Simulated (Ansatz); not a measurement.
# Calculations on C4H6S

## 1. Relaxation

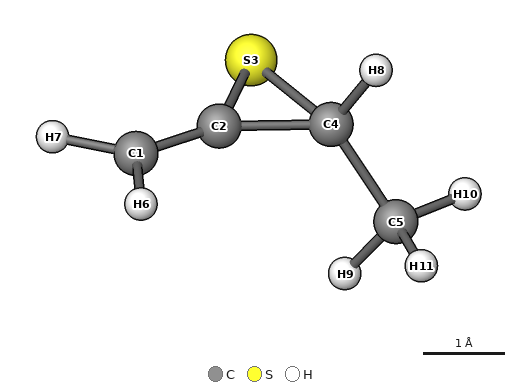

This is the input geometry for a relaxation of C$_{4}$H$_{6}$S. A ball-and-stick model, seen at a tilt.

The run prepares an end point of a later path (hydrogen shift) calculation, from a guessed geometry.

The calculation used RKS PBE-D4/def2-SVP in Ansatz.

Input file:
```yaml
crystal:
  periodic: [false, false, false]
  atoms:
    - { symbol: C, position_ang: [-0.5437, 1.3883, 1.3131] }
    - { symbol: C, position_ang: [0.0906, 0.3962, 0.8699] }
    - { symbol: S, position_ang: [1.5668, -0.2647, 0.9891] }
    - { symbol: C, position_ang: [0.1754, -0.76, 0.0874] }
    - { symbol: C, position_ang: [0.202, -0.7424, -1.4113] }
    - { symbol: H, position_ang: [-1.6242, 1.596, 1.0035] }
    - { symbol: H, position_ang: [-0.1159, 2.1673, 1.9677] }
    - { symbol: H, position_ang: [-0.3279, -1.645, 0.4778] }
    - { symbol: H, position_ang: [0.6861, 0.1904, -1.7301] }
    - { symbol: H, position_ang: [0.7683, -1.5975, -1.7353] }
    - { symbol: H, position_ang: [-0.8122, -0.7855, -1.8113] }
basis:
  gaussian: { orbitals: def2-SVP }
hamiltonian:
  xc: pbe
  dispersion: d4
relax:
  f_tol: 0.02
  max_steps: 50
```

Command:
```bash
ansatz run input.yaml --threads 2 --pin off --max-ram 3072MiB --backend cpu --events-out ev --progress --plain --runs-dir out
```

What does the optimiser find from here?

Answer. S3 moves most after the best rigid fit: 0.17 Å. By element the largest moves are S 0.17 Å, H 0.13 Å, C 0.09 Å. Near-neighbour distances that change, for instance: S3–C4 1.730 → 1.879 Å, C2–S3 1.622 → 1.752 Å, C1–C2 1.258 → 1.338 Å, C2–C4 1.399 → 1.462 Å. Among the angles between lasting bonds that change: C1–C2–C4 151.6° → 145.7°, H6–C1–H7 113.5° → 118.5°, C1–C2–S3 139.0° → 143.4°. Over 6 accepted moves (8 points after the start) the energy falls by 82.0 kJ/mol. Largest force component: 5.9 eV/Å at the start, 0.0048 eV/Å at the end. The line search rejected the trial steps at points 3, 5 of the run.

Step by step:

| step | E − E(0), kJ/mol | largest force component, eV/Å | note |
| --- | --- | --- | --- |
| 0 | 0.00 | 5.9381 |  |
| 1 | -62.87 | 3.1421 |  |
| 2 | -79.88 | 0.6977 |  |
| 3 | -78.62 | 0.5796 | rejected |
| 4 | -81.71 | 0.1221 |  |
| 5 | -80.95 | 0.2221 | rejected |
| 6 | -81.97 | 0.0559 |  |
| 7 | -81.99 | 0.0217 |  |
| 8 | -82.00 | 0.0048 |  |

Final geometry:

```xyz
11

C    -0.5991    1.4596    1.3105
C     0.1352    0.4125    0.9163
S     1.7189   -0.3237    1.0509
C     0.1707   -0.7979    0.0970
C     0.2003   -0.7363   -1.4127
H    -1.6384    1.5629    0.9622
H    -0.1934    2.2284    1.9839
H    -0.3197   -1.6958    0.5218
H     0.7272    0.1728   -1.7611
H     0.7025   -1.6264   -1.8421
H    -0.8389   -0.7131   -1.8062
```

The end point in the same view:

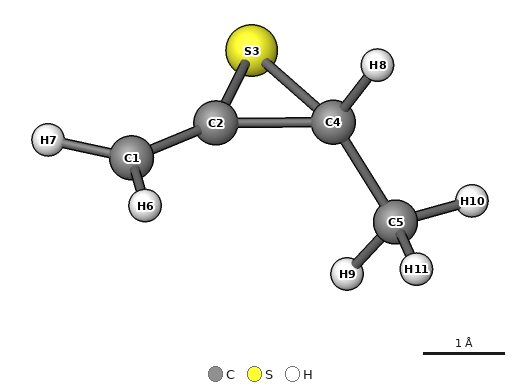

## 2. Relaxation

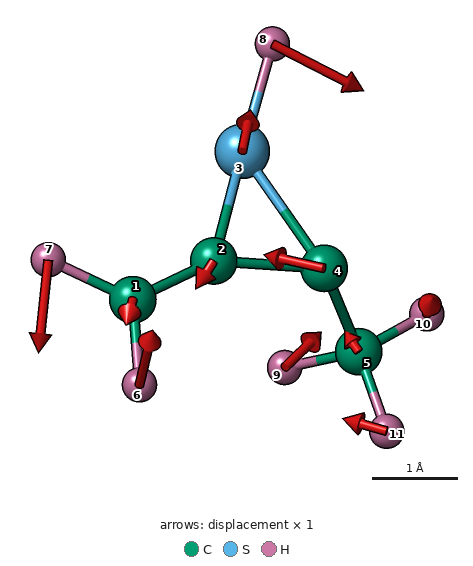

A relaxation of C$_{4}$H$_{6}$S. The starting structure is drawn; red arrows show the displacements, at their true length. The two geometries are superimposed by the best rigid fit.

A ball-and-stick model, seen from a free direction.

The run prepares an end point of a later path (hydrogen shift) calculation, from a guessed geometry.

Theory: RKS PBE-D4/def2-SVP in Ansatz.

The input:
```yaml
crystal:
  periodic: [false, false, false]
  atoms:
    - { symbol: C, position_ang: [-0.5437, 1.3883, 1.3131] }
    - { symbol: C, position_ang: [0.0906, 0.3962, 0.8699] }
    - { symbol: S, position_ang: [1.5668, -0.2647, 0.9891] }
    - { symbol: C, position_ang: [0.1754, -0.76, 0.0874] }
    - { symbol: C, position_ang: [0.202, -0.7424, -1.4113] }
    - { symbol: H, position_ang: [-1.6242, 1.596, 1.0035] }
    - { symbol: H, position_ang: [-0.1159, 2.1673, 1.9677] }
    - { symbol: H, position_ang: [2.66459, -0.97476, 1.43076] }
    - { symbol: H, position_ang: [0.6861, 0.1904, -1.7301] }
    - { symbol: H, position_ang: [0.7683, -1.5975, -1.7353] }
    - { symbol: H, position_ang: [-0.8122, -0.7855, -1.8113] }
basis:
  gaussian: { orbitals: def2-SVP }
hamiltonian:
  xc: pbe
  dispersion: d4
relax:
  f_tol: 0.02
  max_steps: 50
output:
  orbitals: {}
```

Command:
```bash
ansatz run input.yaml --threads 2 --pin off --max-ram 3072MiB --backend cpu --events-out ev --progress --plain --runs-dir out
```

> Atoms of which element are displaced furthest, and by how much?

Hydrogen: up to 1.24 Å, against 0.83 Å for carbon.

> Describe the change and its energy.

Over 23 accepted moves (25 points after the start) the energy falls by 4.588 eV. Largest force component: 7.3 eV/Å at the start, 0.0097 eV/Å at the end. The line search rejected the trial steps at points 14, 21 of the run. The atom that moves furthest after the best rigid fit is H8 (1.24 Å). By element the largest moves are H 1.24 Å, C 0.83 Å, S 0.71 Å. Some distances before and after: C1–S3 2.700 → 3.831 Å, C2–S3 1.622 → 2.688 Å, C2–C4 1.399 → 1.324 Å, S3–C4 1.730 → 1.798 Å. Bonds break, among them: C2–S3 (1.62 → 2.69 Å). Among the angles between lasting bonds that change: C2–C4–S3 61.4° → 118.1°, C4–S3–H8 131.2° → 95.9°, C1–C2–C4 151.6° → 178.8°.

## 3. Path

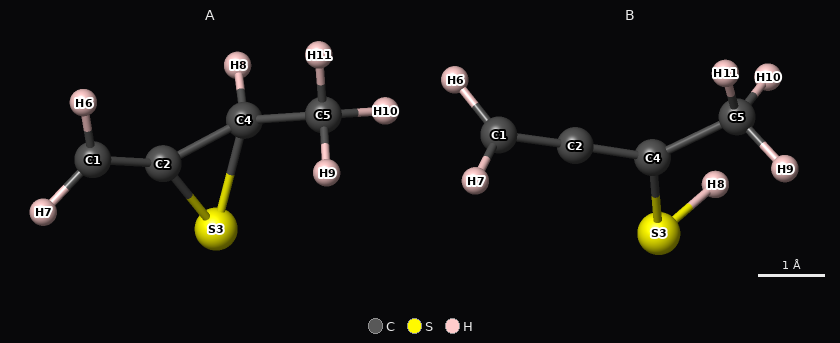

The two relaxed end points of a path for C₄H₆S. A ball-and-stick model, seen from a free direction.

These are results of Ansatz 0.2.0, RKS PBE-D4/def2-SVP, not measurements.

Set-up: 5 movable images; climbing image; force threshold 0.05 eV/Å; iteration limit 60.

Start:
```xyz
11

C    -0.5990    1.4596    1.3106
C     0.1351    0.4124    0.9164
S     1.7187   -0.3242    1.0512
C     0.1705   -0.7980    0.0969
C     0.2004   -0.7361   -1.4128
H    -1.6382    1.5632    0.9621
H    -0.1933    2.2281    1.9843
H    -0.3202   -1.6958    0.5214
H     0.7276    0.1729   -1.7610
H     0.7025   -1.6263   -1.8422
H    -0.8387   -0.7126   -1.8065
```

End:
```xyz
11

C    -0.9074    1.6945    1.3026
C    -0.3101    0.6881    0.6994
S     1.4475   -1.3161    1.0451
C     0.3115   -0.3062    0.0846
C     0.2097   -0.5839   -1.3942
H    -1.9314    1.6004    1.7074
H    -0.4085    2.6719    1.4334
H     1.0932   -2.5067    0.4763
H     1.2069   -0.5036   -1.8745
H    -0.1591   -1.6172   -1.5737
H    -0.4871    0.1218   -1.8858
```

**What barrier does the band find between them, and by what path?**

The highest point, image 2, lies 2.81 eV above the start and 2.35 eV above the end; the end is at +0.46 eV relative to the start. Breaking: C2–S3 (1.75 → 1.83 at the top → 2.69 Å), C4–H8 (1.11 → 1.87 at the top → 2.37 Å). Forming: S3–H8 (2.51 → 1.40 at the top → 1.37 Å). The band converged in 24 iterations, with a climbing image at the top.

Energies of the converged images:

```tsv
image	path (Å)	E (eV)
0	0.00	0.000
1	0.84	0.944
2	1.67	2.811
3	2.55	2.158
4	3.42	0.802
5	4.29	0.507
6	5.17	0.461
```

The geometry at the top of the path:

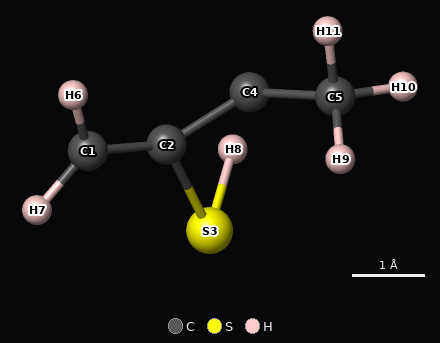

Cost: 110 s on 2 threads of Intel(R) Xeon(R) 6975P-C (Granite Rapids), with other jobs on the host, peak memory 0.16 GiB.
